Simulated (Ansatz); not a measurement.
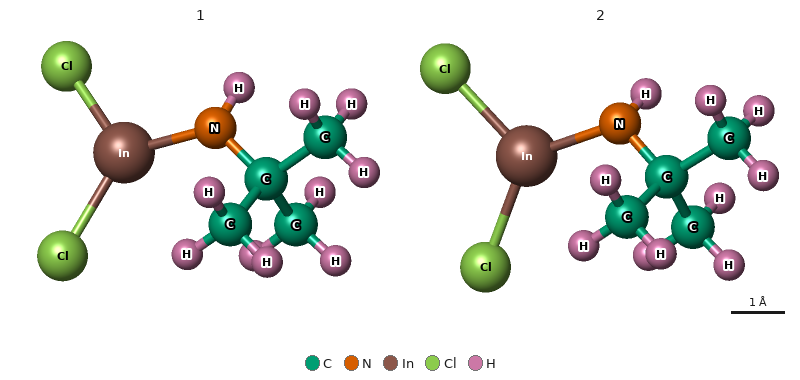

Two geometries of C₄H₁₀Cl₂InN, drawn at one scale. One is the start of a relaxation, the other its converged end. The picture is a ball-and-stick view, seen at a tilt.

Level of theory: RKS PBE0-D4/def2-TZVP in Ansatz 0.2.0. Set-up: force threshold 0.005 eV/Å; at most 150 steps.

**Which of the two is the end point?**

Structure 1 is the relaxed one. The start comes from GFN2-xTB. A Cl atom moves most after the best rigid fit: 0.96 Å. Largest moves by element: Cl 0.96 Å, H 0.29 Å, C 0.16 Å, N 0.12 Å, In 0.10 Å. Among the contacts that change: In–N 2.096 → 2.002 Å, C–In 3.363 → 3.436 Å, C–N 1.449 → 1.464 Å, Cl–In 2.326 → 2.312 Å. Bond angles that change, for instance: C–N–In 118.1° → 124.8°, In–N–H 106.9° → 111.8°, N–In–Cl 131.0° → 126.9°. Groups turn about In–N by about 35°. The energy falls by 14.6 kJ/mol in 15 geometry steps. The largest force component goes from 1.1 to 0.0029 eV/Å. The run took about 50 s of wall time on a shared GPU.
